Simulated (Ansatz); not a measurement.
# SiH4+ (doublet): the correlation ladder, 6-31G

How much of the correlation energy of SiH4+ (doublet) does each wave-function method recover here?

Computed with Ansatz 0.2.0, Gaussian basis. Level: 6-31G, core rule «outside noble gas», up to 5 orbitals frozen.

Plan: UHF; CCSD(T) on ROHF; CCSD(T) on UHF; BCCD(T) on ROHF; CISD; CCSDT(Q) on ROHF; CCSDT(Q) on UHF; CISDTQ; CCSDTQ on ROHF; CCSDTQ on UHF; CASSCF and MRCISD+Q, 7 electrons in 8 orbitals; CASSCF and NEVPT2, 7 electrons in 8 orbitals; Full CI.

26 further runs of the same task are left out: 10 that didn't finish, 16 set aside as unsound or not needed.

## 1. The system

The geometry is a PBE0/def2-TZVP stationary point (not a proven minimum) of the parent state, kept for this charge and spin.

5 atoms, charge 1, spin multiplicity 2.

Atoms are counted from 1 here; the program's logs count them from 0.

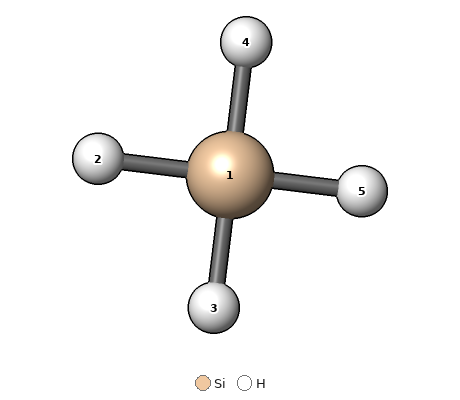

The structure; silicon light orange, hydrogen white; atoms are numbered from 1 in the order of the file.

In the tables R marks a restricted open-shell determinant and U an unrestricted one; 'valence' is the active space of 7 electrons in 8 orbitals; energies count from the table's Hartree-Fock row.

## 2. UHF

Input file in.yaml:

```yaml
crystal:
  periodic: [false, false, false]
  atoms:
    - {symbol: Si, position_ang: [0.000000, 0.000000, 0.000000]}
    - {symbol: H, position_ang: [-0.011525, 1.085107, 1.077576]}
    - {symbol: H, position_ang: [-0.016497, -1.077632, 1.084987]}
    - {symbol: H, position_ang: [0.016497, 1.077632, -1.084987]}
    - {symbol: H, position_ang: [0.011525, -1.085107, -1.077576]}
basis:
  gaussian: {orbitals: 6-31G}
total_charge: 1
magnetization: {spin_polarized: true, initial_magnetization: 1}
hamiltonian: {xc: hf}
output: {orbitals: {seedname: orbitals}}
```

On the command line:

```
> ansatz run in.yaml --threads 1 --pin off --events-out ev --progress --plain --max-ram 2393MiB
```

The program printed:

```text
Functional definition: HF
  name "HF"
  cite "Fock, Z. Phys. 61, 126 (1930) doi:10.1007/BF01340294"
  parent pbe
  exchange = exact_x
  correlation = 0
268 factors; integrals over basis functions are off by at most 2.0e-4 eV
mean field evaluation 1: about -7910.5502 eV, gradient 6.2e0 eV
mean field evaluation 2: about -7910.5504 eV, gradient 6.2e0 eV
mean field evaluation 4: about -7911.0869 eV, gradient 1.0e0 eV
mean field evaluation 8: about -7911.1073 eV, gradient 1.4e-5 eV
mean field -7911.10730814 eV, -290.7278312331 hartree, gradient 1.4e-5 eV, S^2 0.811839; 0 other end points of the search recorded, 0 dependent functions left out
reference -7911.10730814 eV, -290.7278312331 hartree; 9, 8 occupied and 12, 13 virtual orbitals, 268 factors
Total energy: -7911.10730814 eV, -290.7278312331 hartree
```

It took 0.09 s on 1 thread of Arm Neoverse V2, shared host.

From the report: ⟨S²⟩ of the determinant 0.812 (pure doublet: 0.75).

## 3. CCSD(T) on ROHF

Edit in.yaml of step 2 so:

```diff
@@ -11,4 +11,4 @@
 total_charge: 1
-magnetization: {spin_polarized: true, initial_magnetization: 1}
-hamiltonian: {xc: hf}
-output: {orbitals: {seedname: orbitals}}
+magnetization: {spin_polarized: false, initial_magnetization: 1}
+correlation: {method: ccsd_t, electrons: outside_noble_gas}
+output: {forces: true}
```

Same command.

The program printed, cut to the lines that bear on the results:

```text
Functional definition: HF
  name "HF"
  cite "Fock, Z. Phys. 61, 126 (1930) doi:10.1007/BF01340294"
  parent pbe
[...]
268 factors; integrals over basis functions are off by at most 2.0e-4 eV
[...]
mean field -7910.72088132 eV, -290.7136303092 hartree, gradient 3.1e-6 eV, S^2 0.750000; 2 other end points of the search recorded, 0 dependent functions left out
determinant -7910.72088132 eV, -290.7136303092 hartree, with singles and doubles -7913.15217379 eV, -290.8029786596 hartree
determinant -7908.45439825 eV, -290.6303385928 hartree, with singles and doubles -7911.50797928 eV, -290.7425556260 hartree
5 core orbitals not correlated: weight in the atoms' cores, before any rotation towards them, 1.000 or more for the frozen orbitals, at most 0.000 for the correlated occupied ones
reference -7910.72088132 eV, -290.7136303092 hartree; 4, 3 occupied and 12, 13 virtual orbitals, 268 factors
second order -1.54430634 eV of doubles, -0.16860748 eV of singles
cycle   1  -2.43134227 eV  change   -5.0e-5 eV  update   8.2e-5
[...]
cycle   5  -2.43138065 eV  change   -1.4e-6 eV  update   6.4e-7
perturbative correction -0.03068783 eV, -0.0011277571 hartree
[...]
Total energy: -7913.18294980 eV, -290.8041096571 hartree
Atom 0 at     0.000000     0.000000     0.000000 Å, force     0.000000     0.000000    -0.000000 eV/Å
Atom 1 at    -0.011525     1.085107     1.077576 Å, force    -0.005482     0.516123     0.512541 eV/Å
Atom 2 at    -0.016497    -1.077632     1.084987 Å, force    -0.007847    -0.512568     0.516067 eV/Å
Atom 3 at     0.016497     1.077632    -1.084987 Å, force     0.007847     0.512568    -0.516067 eV/Å
Atom 4 at     0.011525    -1.085107    -1.077576 Å, force     0.005482    -0.516123    -0.512541 eV/Å
Dipole moment:     0.000000    -0.000000    -0.000000 e Å
```

Wall time 0.39 s (1 thread of Arm Neoverse V2, shared host).

From the report: correlation -2.4621 eV; T1 0.029; largest double amplitude 0.08.

## 4. CCSD(T) on UHF

Edit in.yaml of step 3 so:

```diff
@@ -11,3 +11,3 @@
 total_charge: 1
-magnetization: {spin_polarized: false, initial_magnetization: 1}
+magnetization: {spin_polarized: true, initial_magnetization: 1}
 correlation: {method: ccsd_t, electrons: outside_noble_gas}
```

Same command.

The program printed, cut to the lines that bear on the results:

```text
Functional definition: HF
  name "HF"
  cite "Fock, Z. Phys. 61, 126 (1930) doi:10.1007/BF01340294"
  parent pbe
[...]
268 factors; integrals over basis functions are off by at most 2.0e-4 eV
[...]
mean field -7911.10730814 eV, -290.7278312331 hartree, gradient 3.2e-6 eV, S^2 0.811839; 2 other end points of the search recorded, 0 dependent functions left out
determinant -7911.10730814 eV, -290.7278312331 hartree, with singles and doubles -7913.15135952 eV, -290.8029487356 hartree
determinant -7908.53653800 eV, -290.6333571727 hartree, with singles and doubles -7911.50879045 eV, -290.7425854356 hartree
5 core orbitals not correlated: weight in the atoms' cores, before any rotation towards them, 1.000 or more for the frozen orbitals, at most 0.000 for the correlated occupied ones
reference -7911.10730814 eV, -290.7278312331 hartree; 4, 3 occupied and 12, 13 virtual orbitals, 268 factors
second order -1.35520016 eV of doubles, -0.00000000 eV of singles
cycle   1  -2.04415049 eV  change   -9.9e-5 eV  update   1.1e-4
[...]
cycle   5  -2.04425980 eV  change   -1.8e-6 eV  update   7.3e-7
perturbative correction -0.02849346 eV, -0.0010471154 hartree
[...]
Total energy: -7913.18006140 eV, -290.8040035104 hartree
Atom 0 at     0.000000     0.000000     0.000000 Å, force     0.000000     0.000000    -0.000000 eV/Å
Atom 1 at    -0.011525     1.085107     1.077576 Å, force    -0.005465     0.514577     0.511006 eV/Å
Atom 2 at    -0.016497    -1.077632     1.084987 Å, force    -0.007823    -0.511033     0.514521 eV/Å
Atom 3 at     0.016497     1.077632    -1.084987 Å, force     0.007823     0.511033    -0.514521 eV/Å
Atom 4 at     0.011525    -1.085107    -1.077576 Å, force     0.005465    -0.514577    -0.511006 eV/Å
Dipole moment:    -0.000000    -0.000000     0.000000 e Å
```

Wall time 0.39 s (1 thread of Arm Neoverse V2, shared host).

From the report: ⟨S²⟩ of the determinant 0.812 (pure doublet: 0.75); correlation -2.0728 eV; T1 0.017; largest double amplitude 0.07.

## 5. BCCD(T) on ROHF

Edit in.yaml of step 4 so:

```diff
@@ -11,4 +11,3 @@
 total_charge: 1
-magnetization: {spin_polarized: true, initial_magnetization: 1}
-correlation: {method: ccsd_t, electrons: outside_noble_gas}
-output: {forces: true}
+magnetization: {spin_polarized: false, initial_magnetization: 1}
+correlation: {method: bccd_t, electrons: outside_noble_gas}
```

Same command.

The program printed, cut to the lines that bear on the results:

```text
Functional definition: HF
  name "HF"
  cite "Fock, Z. Phys. 61, 126 (1930) doi:10.1007/BF01340294"
  parent pbe
[...]
268 factors; integrals over basis functions are off by at most 2.0e-4 eV
[...]
mean field -7910.72088132 eV, -290.7136303092 hartree, gradient 3.1e-6 eV, S^2 0.750000; 2 other end points of the search recorded, 0 dependent functions left out
determinant -7910.72088132 eV, -290.7136303092 hartree, with singles and doubles -7913.15217379 eV, -290.8029786596 hartree
determinant -7908.45439825 eV, -290.6303385928 hartree, with singles and doubles -7911.50797928 eV, -290.7425556260 hartree
5 core orbitals not correlated: weight in the atoms' cores, before any rotation towards them, 1.000 or more for the frozen orbitals, at most 0.000 for the correlated occupied ones
reference -7910.72088132 eV, -290.7136303092 hartree; 4, 3 occupied and 12, 13 virtual orbitals, 268 factors
second order -1.54430634 eV of doubles, -0.16860748 eV of singles
cycle   1  -2.43630667 eV  change   -5.0e-3 eV  update   4.6e-3
[...]
cycle   7  -2.43076165 eV  change   -4.1e-6 eV  update   2.8e-6
perturbative correction -0.02970444 eV, -0.0010916180 hartree
Total energy: -7913.18134740 eV, -290.8040507701 hartree
```

Run time: 0.39 s. Hardware: 1 thread of Arm Neoverse V2, shared host.

From the report: correlation -2.4605 eV; largest double amplitude 0.07.

## 6. CISD

Edit in.yaml of step 5 so:

```diff
@@ -12,2 +12,2 @@
 magnetization: {spin_polarized: false, initial_magnetization: 1}
-correlation: {method: bccd_t, electrons: outside_noble_gas}
+correlation: {active_space: {ras: {orbitals: [3, 1, 12], electrons: 7, max_holes: 2, max_particles: 2}, fixed_orbitals: true}}
```

The command is unchanged.

The program printed:

```text
Functional definition: HF
  name "HF"
  cite "Fock, Z. Phys. 61, 126 (1930) doi:10.1007/BF01340294"
  parent pbe
  exchange = exact_x
  correlation = 0
268 factors; integrals over basis functions are off by at most 2.0e-4 eV
mean field evaluation 1: about -7910.5197 eV, gradient 6.4e0 eV
mean field evaluation 2: about -7910.5199 eV, gradient 6.3e0 eV
mean field evaluation 4: about -7910.7208 eV, gradient 1.5e-1 eV
mean field evaluation 8: about -7910.7209 eV, gradient 3.1e-6 eV
mean field -7910.72088132 eV, -290.7136303092 hartree, gradient 3.1e-6 eV, S^2 0.750000; 0 other end points of the search recorded, 0 dependent functions left out
reference -7910.72088132 eV, -290.7136303092 hartree; 9, 8 occupied and 12, 13 virtual orbitals, 268 factors
state -7913.06697750 eV, -290.7998477537 hartree
Total energy: -7913.06697750 eV, -290.7998477537 hartree
```

Run time: 0.21 s. Hardware: 1 thread of Arm Neoverse V2, shared host.

From the report: 672 determinants.

## 7. CCSDT(Q) on ROHF

Edit in.yaml of step 6 so:

```diff
@@ -12,2 +12,2 @@
 magnetization: {spin_polarized: false, initial_magnetization: 1}
-correlation: {active_space: {ras: {orbitals: [3, 1, 12], electrons: 7, max_holes: 2, max_particles: 2}, fixed_orbitals: true}}
+correlation: {method: ccsdt_q, electrons: outside_noble_gas}
```

The command is unchanged.

The program printed, cut to the lines that bear on the results:

```text
Functional definition: HF
  name "HF"
  cite "Fock, Z. Phys. 61, 126 (1930) doi:10.1007/BF01340294"
  parent pbe
[...]
459 factors; integrals over basis functions are off by at most 2.9e-8 eV
[...]
mean field -7910.72097507 eV, -290.7136337545 hartree, gradient 3.5e-6 eV, S^2 0.750000; 1 other end points of the search recorded, 0 dependent functions left out
[...]
determinant -7910.72097507 eV, -290.7136337545 hartree, with singles and doubles -7913.15227029 eV, -290.8029822058 hartree
determinant -7908.45447821 eV, -290.6303415313 hartree, with singles and doubles -7911.50807970 eV, -290.7425593162 hartree
5 core orbitals not correlated: weight in the atoms' cores, before any rotation towards them, 1.000 or more for the frozen orbitals, at most 0.000 for the correlated occupied ones
reference -7910.72097507 eV, -290.7136337545 hartree; 4, 3 occupied and 12, 13 virtual orbitals, 459 factors
second order -1.54433023 eV of doubles, -0.16860910 eV of singles
cycle   1  -2.19076802 eV  change   -4.7e-1 eV  update   6.3e-2
[...]
cycle  11  -2.47490763 eV  change    1.4e-7 eV  update   2.1e-7
perturbative correction -0.00027895 eV, -0.0000102512 hartree
Total energy: -7913.19616165 eV, -290.8045951835 hartree
```

Run time: 1.8 s. Hardware: 1 thread of Arm Neoverse V2, shared host.

From the report: correlation -2.4752 eV; T1 0.029; largest double amplitude 0.08.

## 8. CCSDT(Q) on UHF

Edit in.yaml of step 7 so:

```diff
@@ -11,3 +11,3 @@
 total_charge: 1
-magnetization: {spin_polarized: false, initial_magnetization: 1}
+magnetization: {spin_polarized: true, initial_magnetization: 1}
 correlation: {method: ccsdt_q, electrons: outside_noble_gas}
```

Launched as before.

The program printed:

```text
Functional definition: HF
  name "HF"
  cite "Fock, Z. Phys. 61, 126 (1930) doi:10.1007/BF01340294"
  parent pbe
  exchange = exact_x
  correlation = 0
459 factors; integrals over basis functions are off by at most 2.9e-8 eV
mean field evaluation 1: about -7910.5499 eV, gradient 6.2e0 eV
mean field evaluation 2: about -7910.5505 eV, gradient 6.2e0 eV
mean field evaluation 4: about -7911.0869 eV, gradient 1.0e0 eV
mean field evaluation 8: about -7911.1074 eV, gradient 1.4e-6 eV
mean field evaluation 16: about -7908.2389 eV, gradient 3.7e0 eV
mean field evaluation 32: about -7908.5366 eV, gradient 1.2e-4 eV
mean field -7911.10740524 eV, -290.7278348015 hartree, gradient 3.8e-6 eV, S^2 0.811840; 1 other end points of the search recorded, 0 dependent functions left out
determinant -7911.10740524 eV, -290.7278348015 hartree, with singles and doubles -7913.15145646 eV, -290.8029522982 hartree
determinant -7908.53661603 eV, -290.6333600403 hartree, with singles and doubles -7911.50889107 eV, -290.7425891333 hartree
5 core orbitals not correlated: weight in the atoms' cores, before any rotation towards them, 1.000 or more for the frozen orbitals, at most 0.000 for the correlated occupied ones
reference -7911.10740524 eV, -290.7278348015 hartree; 4, 3 occupied and 12, 13 virtual orbitals, 459 factors
second order -1.35521922 eV of doubles, -0.00000000 eV of singles
cycle   1  -1.75649987 eV  change   -4.0e-1 eV  update   6.1e-2
cycle   2  -2.05340230 eV  change   -3.0e-1 eV  update   3.2e-2
cycle   3  -2.08523108 eV  change   -3.2e-2 eV  update   9.0e-3
cycle   4  -2.08881060 eV  change   -3.6e-3 eV  update   1.6e-3
cycle   5  -2.08822966 eV  change    5.8e-4 eV  update   4.6e-4
cycle   6  -2.08827614 eV  change   -4.6e-5 eV  update   1.7e-4
cycle   7  -2.08842988 eV  change   -1.5e-4 eV  update   4.5e-5
cycle   8  -2.08839917 eV  change    3.1e-5 eV  update   1.5e-5
cycle   9  -2.08839542 eV  change    3.8e-6 eV  update   5.2e-6
cycle  10  -2.08839717 eV  change   -1.8e-6 eV  update   1.5e-6
cycle  11  -2.08839709 eV  change    8.0e-8 eV  update   4.4e-7
perturbative correction -0.00040215 eV, -0.0000147787 hartree
Total energy: -7913.19620448 eV, -290.8045967577 hartree
```

Run time: 1.7 s. Hardware: 1 thread of Arm Neoverse V2, shared host.

From the report: ⟨S²⟩ of the determinant 0.812 (pure doublet: 0.75); correlation -2.0888 eV; T1 0.017; largest double amplitude 0.08.

## 9. CISDTQ

Edit in.yaml of step 8 so:

```diff
@@ -11,3 +11,3 @@
 total_charge: 1
-magnetization: {spin_polarized: true, initial_magnetization: 1}
-correlation: {method: ccsdt_q, electrons: outside_noble_gas}
+magnetization: {spin_polarized: false, initial_magnetization: 1}
+correlation: {active_space: {ras: {orbitals: [3, 1, 12], electrons: 7, max_holes: 4, max_particles: 4}, fixed_orbitals: true}}
```

Launched as before.

The program printed:

```text
Functional definition: HF
  name "HF"
  cite "Fock, Z. Phys. 61, 126 (1930) doi:10.1007/BF01340294"
  parent pbe
  exchange = exact_x
  correlation = 0
268 factors; integrals over basis functions are off by at most 2.0e-4 eV
mean field evaluation 1: about -7910.5197 eV, gradient 6.4e0 eV
mean field evaluation 2: about -7910.5199 eV, gradient 6.3e0 eV
mean field evaluation 4: about -7910.7208 eV, gradient 1.5e-1 eV
mean field evaluation 8: about -7910.7209 eV, gradient 3.1e-6 eV
mean field -7910.72088132 eV, -290.7136303092 hartree, gradient 3.1e-6 eV, S^2 0.750000; 0 other end points of the search recorded, 0 dependent functions left out
reference -7910.72088132 eV, -290.7136303092 hartree; 9, 8 occupied and 12, 13 virtual orbitals, 268 factors
state -7913.19443805 eV, -290.8045318426 hartree
Total energy: -7913.19443805 eV, -290.8045318426 hartree
```

Run time: 1.2 s. Hardware: 1 thread of Arm Neoverse V2, shared host.

From the report: 30,694 determinants.

## 10. CCSDTQ on ROHF

Edit in.yaml of step 9 so:

```diff
@@ -12,2 +12,2 @@
 magnetization: {spin_polarized: false, initial_magnetization: 1}
-correlation: {active_space: {ras: {orbitals: [3, 1, 12], electrons: 7, max_holes: 4, max_particles: 4}, fixed_orbitals: true}}
+correlation: {method: ccsdtq, electrons: outside_noble_gas}
```

Same command.

The program printed, cut to the lines that bear on the results:

```text
Functional definition: HF
  name "HF"
  cite "Fock, Z. Phys. 61, 126 (1930) doi:10.1007/BF01340294"
  parent pbe
[...]
459 factors; integrals over basis functions are off by at most 2.9e-8 eV
[...]
mean field -7910.72097507 eV, -290.7136337545 hartree, gradient 3.5e-6 eV, S^2 0.750000; 1 other end points of the search recorded, 0 dependent functions left out
[...]
determinant -7910.72097507 eV, -290.7136337545 hartree, with singles and doubles -7913.15227029 eV, -290.8029822058 hartree
determinant -7908.45447821 eV, -290.6303415313 hartree, with singles and doubles -7911.50807970 eV, -290.7425593162 hartree
5 core orbitals not correlated: weight in the atoms' cores, before any rotation towards them, 1.000 or more for the frozen orbitals, at most 0.000 for the correlated occupied ones
reference -7910.72097507 eV, -290.7136337545 hartree; 4, 3 occupied and 12, 13 virtual orbitals, 459 factors
second order -1.54433023 eV of doubles, -0.16860910 eV of singles
cycle   1  -2.19076802 eV  change   -4.7e-1 eV  update   6.3e-2
[...]
cycle  11  -2.47529961 eV  change   -9.0e-8 eV  update   2.4e-7
Total energy: -7913.19627468 eV, -290.8045993375 hartree
```

Run time: 8 s. Hardware: 1 thread of Arm Neoverse V2, shared host.

From the report: correlation -2.4753 eV; T1 0.029; largest double amplitude 0.08.

## 11. CCSDTQ on UHF

Edit in.yaml of step 10 so:

```diff
@@ -11,3 +11,3 @@
 total_charge: 1
-magnetization: {spin_polarized: false, initial_magnetization: 1}
+magnetization: {spin_polarized: true, initial_magnetization: 1}
 correlation: {method: ccsdtq, electrons: outside_noble_gas}
```

Same command.

The program printed, cut to the lines that bear on the results:

```text
Functional definition: HF
  name "HF"
  cite "Fock, Z. Phys. 61, 126 (1930) doi:10.1007/BF01340294"
  parent pbe
[...]
459 factors; integrals over basis functions are off by at most 2.9e-8 eV
[...]
mean field -7911.10740524 eV, -290.7278348015 hartree, gradient 3.8e-6 eV, S^2 0.811840; 1 other end points of the search recorded, 0 dependent functions left out
determinant -7911.10740524 eV, -290.7278348015 hartree, with singles and doubles -7913.15145646 eV, -290.8029522982 hartree
determinant -7908.53661603 eV, -290.6333600403 hartree, with singles and doubles -7911.50889107 eV, -290.7425891333 hartree
5 core orbitals not correlated: weight in the atoms' cores, before any rotation towards them, 1.000 or more for the frozen orbitals, at most 0.000 for the correlated occupied ones
reference -7911.10740524 eV, -290.7278348015 hartree; 4, 3 occupied and 12, 13 virtual orbitals, 459 factors
second order -1.35521922 eV of doubles, -0.00000000 eV of singles
cycle   1  -1.75649987 eV  change   -4.0e-1 eV  update   6.1e-2
[...]
cycle  11  -2.08888608 eV  change    2.4e-7 eV  update   5.6e-7
Total energy: -7913.19629132 eV, -290.8045999491 hartree
```

It took 8 s on 1 thread of Arm Neoverse V2, shared host.

From the report: ⟨S²⟩ of the determinant 0.812 (pure doublet: 0.75); correlation -2.0889 eV; T1 0.017; largest double amplitude 0.08.

## 12. CASSCF and MRCISD+Q, 7 electrons in 8 orbitals

Edit in.yaml of step 11 so:

```diff
@@ -11,3 +11,3 @@
 total_charge: 1
-magnetization: {spin_polarized: true, initial_magnetization: 1}
-correlation: {method: ccsdtq, electrons: outside_noble_gas}
+magnetization: {spin_polarized: false, initial_magnetization: 1}
+correlation: {method: fic_mrcisd_q, electrons: outside_noble_gas, active_space: {window: {electrons: 7, orbitals: 8}, shells: [{species: H, l: s, shell: 1}, {species: Si, l: s, shell: 3}, {species: Si, l: p, shell: 3}]}}
```

Same command.

The program printed, cut to the lines that bear on the results:

```text
Functional definition: HF
  name "HF"
  cite "Fock, Z. Phys. 61, 126 (1930) doi:10.1007/BF01340294"
  parent pbe
[...]
459 factors; integrals over basis functions are off by at most 2.9e-8 eV
[...]
mean field -7910.72097507 eV, -290.7136337545 hartree, gradient 3.5e-6 eV, S^2 0.750000; 0 other end points of the search recorded, 0 dependent functions left out
reference -7910.72097507 eV, -290.7136337545 hartree; 9, 8 occupied and 12, 13 virtual orbitals, 459 factors
state -7912.76054349 eV, -290.7885865115 hartree
contracted CI cycle   1: correlation 0.00000000 eV, 0.0000000000 hartree, residual 4.72e0 eV
contracted CI cycle   2: correlation -0.41065460 eV, -0.0150912781 hartree, residual 1.01e0 eV
contracted CI cycle   3: correlation -0.42858434 eV, -0.0157501840 hartree, residual 1.80e-1 eV
contracted CI cycle   4: correlation -0.42918667 eV, -0.0157723191 hartree, residual 4.18e-2 eV
contracted CI cycle   5: correlation -0.42921573 eV, -0.0157733872 hartree, residual 8.17e-3 eV
contracted CI cycle   6: correlation -0.42921679 eV, -0.0157734262 hartree, residual 1.68e-3 eV
contracted CI cycle   7: correlation -0.42921684 eV, -0.0157734278 hartree, residual 2.93e-4 eV
state -7912.76054349 eV, -290.7885865115 hartree; corrected -7913.19378856 eV, -290.8045079743 hartree
Total energy: -7913.19378856 eV, -290.8045079743 hartree
Checks for a lower state left out: starts, orbital_swaps
```

It took 1.8 s on 1 thread of Arm Neoverse V2, shared host.

From the report: 500 determinants; active occupations 1.97, 1.96, 1.96, 1.00, 0.04, 0.03, 0.03, 0.01.

[end of part 1 of 2]
